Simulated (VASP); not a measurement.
Band structure of SiS2 (space group I-42d). These are r2SCAN meta-GGA, VASP's PBE PAW potentials (set 64) (plane waves; VASP 6.6.1) values and carry that method's errors.

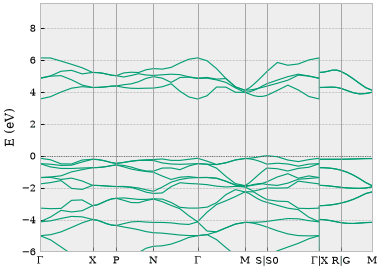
Bands along high-symmetry lines, zero at the valence-band maximum or, without a gap, the Fermi level

Read the plot: is there a gap, and where are the band edges?

The gap is indirect, 3.55 eV, from the valence maximum at (-0.33, 0.33, 0.33) to the conduction minimum at Γ.

The structure comes from a computed database's SiS2 entry (I-42d); how it stands against other phases isn't given here. It was relaxed first.
